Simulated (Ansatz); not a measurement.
## WSe2 (2H-MoS2 type, space group P6_3/mmc), sliding energy of a bilayer

A bilayer cut from bulk WSe2 (2H-MoS2 type, space group P6_3/mmc), in the bulk's stacking and in-plane cell, with 15 Å of vacuum. The upper layer (atoms 4 to 6) slides over the lower.

```
CELL_PARAMETERS angstrom
      3.23050     0.00000     0.00000
      1.61525     2.79770     0.00000
      0.00000     0.00000    24.56788
ATOMIC_POSITIONS crystal
  Se 0.33333 0.33333 0.30491
  W  0.66667 0.66667 0.37339
  Se 0.33333 0.33333 0.44190
  Se 0.66667 0.66667 0.55810
  W  0.33333 0.33333 0.62661
  Se 0.66667 0.66667 0.69509
```

In-plane vectors a = (3.231, 0.000) Å, b = (1.615, 2.798) Å, area 9.04 Å². The shift is s times the vector a (length 3.231 Å), so s = 1 restores the start. Atoms relax along the normal only. γ = [E(shift) − E(0)] / area.

All values below come from PBEsol-D3(BJ) (plane waves to 420 eV, PAW, scalar-relativistic; Ansatz, a quantum-chemistry and plane-wave program). k mesh 12×12×1 (Γ-centred), Fermi-Dirac smearing 0.05 eV. E is the zero-smearing estimate. Forces were relaxed to 0.02 eV/Å only, which leaves the soft interlayer gap uncertain by some hundredths of an Å. Spin-orbit coupling is left out, though W is heavy. WSe2 is run without spin polarisation. WSe2 was relaxed with its symmetry unable to fall. The zero of γ is zero shift.

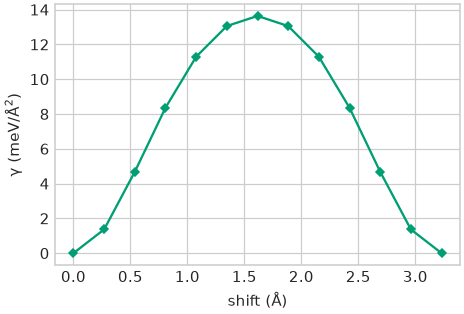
γ (meV/Å²) against shift (Å); one marker a computed point (the last repeats the first, one period on).

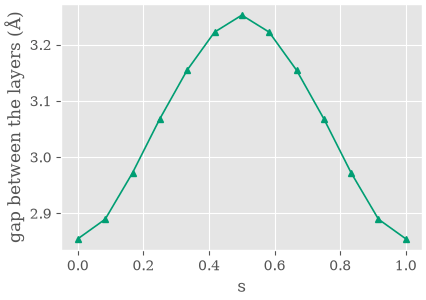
*Gap between the layers (Å) against s; one marker a computed point (the last repeats the first, one period on).*

The highest computed γ on the line is 218 mJ/m², the steepest slope dγ/d(shift) before the first maximum (spline) is 2.2 GPa and the rise of the interlayer gap from the lowest to the highest point is 0.4 Å. Stacking at the lowest point: s = 0.000, Se above W, W above Se. Local minima between the ends: no computed point is one.

A slope of 1 mJ/m² per Å is 0.01 GPa.

(The slope of γ gives the shear force per area between the displaced halves; near zero shift its curvature is an elastic stiffness.)
